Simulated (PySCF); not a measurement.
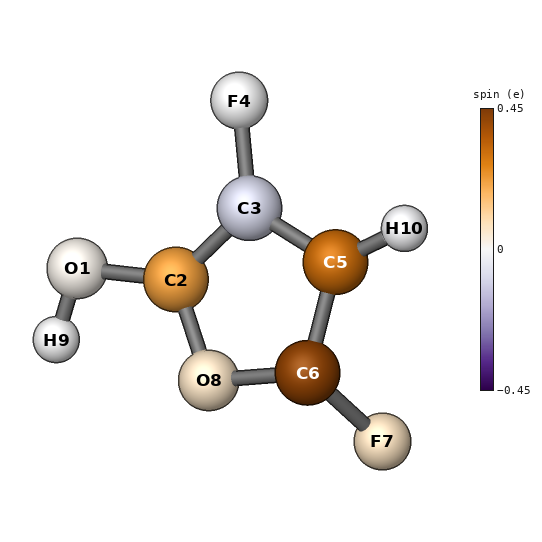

Atoms are coloured by their Mulliken spin populations. The species has charge −1 and is a spin doublet. The computed structure is the end point of a GFN2-xTB optimisation. No frequency run is at hand to confirm it as a minimum. Properties computed with UKS B3LYP, pcH-1 on C F H O, non-relativistic (PySCF 2.14.0).

Which atom carries the largest spin population?

C6 (0.42 e).

Which atom has the lowest spin population?

C3 (−0.09 e); a negative value comes from spin polarisation.

List the Mulliken spin populations.

| atom | value (e) |
| --- | --- |
| O1 | 0.02 |
| C2 | 0.22 |
| C3 | −0.09 |
| F4 | 0.00 |
| C5 | 0.31 |
| C6 | 0.42 |
| F7 | 0.07 |
| O8 | 0.06 |
| H9 | 0.00 |
| H10 | −0.01 |

Mulliken values depend strongly on the basis set.
